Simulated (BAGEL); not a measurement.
# BH2BrO2 (SMILES OB(O)Br): HF/3-21G (density fitting with qzvpp-jkfit)

What is the vertical singlet–triplet gap of BH2BrO2 at HF/3-21G (density fitting with qzvpp-jkfit)? 

The results are computed with BAGEL 1.2.2.

5 further runs of the same task are left out: 4 that didn't finish, 1 set aside as unsound or not needed.

## Step 1: The molecule

BH2BrO2 has 6 atoms, charge 0, and is taken as a singlet. SMILES: `OB(O)Br`. Geometry: relaxed at PBE0-D4/def2-TZVP. This is one conformer, not always the lowest.

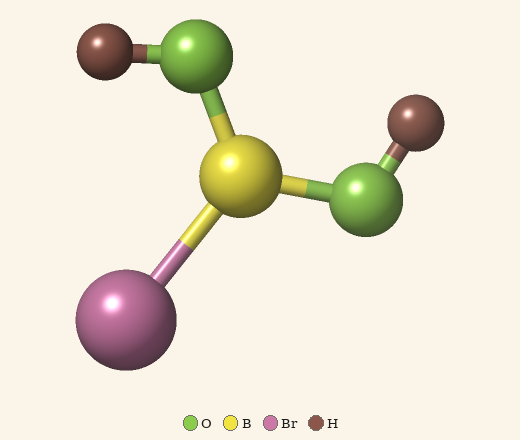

The structure, seen from a chosen angle (oxygen green, boron yellow, bromine pink, hydrogen brown).

## Step 2: A single-point energy at HF/3-21G (density fitting with qzvpp-jkfit)

Input file hf.json:

```json
{ "bagel": [

{
  "title": "molecule",
  "basis": "3-21g",
  "df_basis": "qzvpp-jkfit",
  "angstrom": true,
  "geometry": [
    { "atom": "O", "xyz": [    0.519800,    0.855600,   -0.555500 ] },
    { "atom": "B", "xyz": [   -0.165400,   -0.158400,    0.024500 ] },
    { "atom": "O", "xyz": [    0.328800,   -0.823900,    1.085700 ] },
    { "atom": "Br", "xyz": [   -1.897400,   -0.698400,   -0.652400 ] },
    { "atom": "H", "xyz": [    0.065300,    1.251400,   -1.302300 ] },
    { "atom": "H", "xyz": [    1.190900,   -0.490300,    1.353800 ] }
  ]
},
{ "title": "hf" },
{ "title": "print", "file": "orbitals.molden", "orbitals": true }

]}
```

Run with:

```bash
$ BAGEL_NUM_THREADS=1 BAGEL hf.json > hf.out
```

What it wrote:

```text
* using 1 threads per process

  ===============================================================
  ===============================================================

  *** Geometry ***

  { "atom" : "O", "xyz" : [      0.982280,      1.616850,     -1.049743 ] },
  { "atom" : "B", "xyz" : [     -0.312561,     -0.299333,      0.046298 ] },
  { "atom" : "O", "xyz" : [      0.621342,     -1.556945,      2.051676 ] },
  { "atom" : "Br", "xyz" : [     -3.585566,     -1.319785,     -1.232857 ] },
  { "atom" : "H", "xyz" : [      0.123399,      2.364803,     -2.460990 ] },
  { "atom" : "H", "xyz" : [      2.250475,     -0.926533,      2.558311 ] },

  Number of auxiliary basis functions:      531

  Since a DF basis is specified, we compute 2- and 3-index integrals:
    o Being stored without compression. Storage requirement is 0.012 GB

  Number of basis functions:       53
  Number of electrons      :       58

    * METHOD: MOLECULE                             0.24

  *** RHF ***

  === Nuclear Repulsion ===
   223.8001005679

      * DIIS with orbital gradients will be used.

  === RHF iteration (3-21g) ===
      0      -2734.64215536          0.02719595           0.07
      1      -2734.75604929          0.01497957           0.06
      2      -2734.79311536          0.00119289           0.07
      3      -2734.79366909          0.00018959           0.07
      4      -2734.79369036          0.00006153           0.06
      5      -2734.79369272          0.00001233           0.07
      6      -2734.79369282          0.00000285           0.06
      7      -2734.79369283          0.00000101           0.07
      8      -2734.79369283          0.00000035           0.07
      9      -2734.79369283          0.00000011           0.07
     10      -2734.79369283          0.00000004           0.06
     11      -2734.79369283          0.00000001           0.07
    * SCF iteration converged.

    * Permanent dipole moment:
           (   -0.727824,    -0.742590,     0.261734) a.u.

    * METHOD: HF                                   0.97

    * METHOD: PRINT                                0.01

  ===============================================================
```

It took 1.4 s on 1 thread of Arm Neoverse V1, shared host; peak memory 0.094 GiB.

## Step 3: The triplet at the same level

Input file job.json:

```json
{ "bagel" : [

{
  "title" : "molecule",
  "basis" : "3-21g",
  "df_basis" : "qzvpp-jkfit",
  "angstrom" : true,
  "geometry" : [
    { "atom" : "O", "xyz" : [    0.519800,    0.855600,   -0.555500 ] },
    { "atom" : "B", "xyz" : [   -0.165400,   -0.158400,    0.024500 ] },
    { "atom" : "O", "xyz" : [    0.328800,   -0.823900,    1.085700 ] },
    { "atom" : "Br", "xyz" : [   -1.897400,   -0.698400,   -0.652400 ] },
    { "atom" : "H", "xyz" : [    0.065300,    1.251400,   -1.302300 ] },
    { "atom" : "H", "xyz" : [    1.190900,   -0.490300,    1.353800 ] }
  ]
},
{ "title" : "uhf", "nopen" : 2 },
{ "title" : "print", "file" : "orbitals.molden", "orbitals" : true }

]}
```

Run with:

```bash
$ BAGEL_NUM_THREADS=1 BAGEL job.json > job.out
```

What it wrote:

```text
* using 1 threads per process

  ===============================================================
  ===============================================================

  *** Geometry ***

  { "atom" : "O", "xyz" : [      0.982280,      1.616850,     -1.049743 ] },
  { "atom" : "B", "xyz" : [     -0.312561,     -0.299333,      0.046298 ] },
  { "atom" : "O", "xyz" : [      0.621342,     -1.556945,      2.051676 ] },
  { "atom" : "Br", "xyz" : [     -3.585566,     -1.319785,     -1.232857 ] },
  { "atom" : "H", "xyz" : [      0.123399,      2.364803,     -2.460990 ] },
  { "atom" : "H", "xyz" : [      2.250475,     -0.926533,      2.558311 ] },

  Number of auxiliary basis functions:      531

  Since a DF basis is specified, we compute 2- and 3-index integrals:
    o Being stored without compression. Storage requirement is 0.012 GB

  Number of basis functions:       53
  Number of electrons      :       58

    * METHOD: MOLECULE                             0.23

  *** Open-shell HF ***

  === Nuclear Repulsion ===
   223.8001005679

      * DIIS with orbital gradients will be used.

  === UHF iteration (3-21g) ===
      0      -2734.23298829          0.05865576           0.13
      1      -2734.37699250          0.03996116           0.13
      2      -2734.43332482          0.02474872           0.13
      3      -2734.46464674          0.00218402           0.13
      4      -2734.47169878          0.00109163           0.13
      5      -2734.47410293          0.00039937           0.13
      6      -2734.47440828          0.00022715           0.13
      7      -2734.47450175          0.00012484           0.13
      8      -2734.47453406          0.00007829           0.13
      9      -2734.47454105          0.00005630           0.13
     10      -2734.47454528          0.00004047           0.13
     11      -2734.47454775          0.00002669           0.13
     12      -2734.47454886          0.00001454           0.13
     13      -2734.47454915          0.00000721           0.13
     14      -2734.47454925          0.00000352           0.13
     15      -2734.47454927          0.00000246           0.13
     16      -2734.47454928          0.00000222           0.13
     17      -2734.47454929          0.00000224           0.13
     18      -2734.47454929          0.00000221           0.13
     19      -2734.47454928          0.00000214           0.13
     20      -2734.47454927          0.00000207           0.13
     21      -2734.47454927          0.00000200           0.13
     22      -2734.47454927          0.00000201           0.13
     23      -2734.47454927          0.00000202           0.13
     24      -2734.47454926          0.00000192           0.13
     25      -2734.47454923          0.00000167           0.13
     26      -2734.47454920          0.00000134           0.13
     27      -2734.47454919          0.00000105           0.13
     28      -2734.47454919          0.00000085           0.13
     29      -2734.47454919          0.00000060           0.13
     30      -2734.47454919          0.00000036           0.13
     31      -2734.47454919          0.00000025           0.13
     32      -2734.47454919          0.00000022           0.13
     33      -2734.47454919          0.00000022           0.13
     34      -2734.47454919          0.00000022           0.13
     35      -2734.47454919          0.00000021           0.13
     36      -2734.47454919          0.00000021           0.13
     37      -2734.47454919          0.00000021           0.13
     38      -2734.47454919          0.00000022           0.13
     39      -2734.47454919          0.00000019           0.13
     40      -2734.47454919          0.00000013           0.13
     41      -2734.47454919          0.00000010           0.13
     42      -2734.47454919          0.00000007           0.13
     43      -2734.47454919          0.00000005           0.13
     44      -2734.47454919          0.00000004           0.13
     45      -2734.47454919          0.00000003           0.13
     46      -2734.47454919          0.00000002           0.13
     47      -2734.47454919          0.00000002           0.13
     48      -2734.47454919          0.00000002           0.13
     49      -2734.47454919          0.00000001           0.13
     50      -2734.47454919          0.00000001           0.13
     51      -2734.47454919          0.00000001           0.13
     52      -2734.47454919          0.00000001           0.13
     53      -2734.47454919          0.00000001           0.13
     54      -2734.47454919          0.00000001           0.13
     55      -2734.47454919          0.00000001           0.13
     56      -2734.47454919          0.00000001           0.13
     57      -2734.47454919          0.00000001           0.13
    * SCF iteration converged.

    * S^2 (UHF) is 2.0062

    * Permanent dipole moment:
           (    0.357175,    -0.366769,     0.644954) a.u.

    * METHOD: UHF                                  7.76

    * METHOD: PRINT                                0.01

  ===============================================================
```

Run time: 8.4 s. Hardware: 1 thread of Arm Neoverse V1, shared host; peak memory 0.094 GiB.

## Step 4: Results

At HF/3-21G (density fitting with qzvpp-jkfit):

```
                                        quantity           value
                           singlet: total energy  -2734.79369 Eh
                          singlet: dipole moment          2.73 D
                            singlet: HOMO energy       -11.18 eV
                            singlet: LUMO energy         5.36 eV
                          singlet: HOMO–LUMO gap        16.54 eV
                           triplet: total energy  -2734.47455 Eh
                          triplet: dipole moment          2.09 D
                                   triplet: ⟨S²⟩           2.006
vertical energy of the triplet above the singlet        8.684 eV
```

At this shape the triplet lies 8.68 eV (200 kcal/mol) above the singlet.
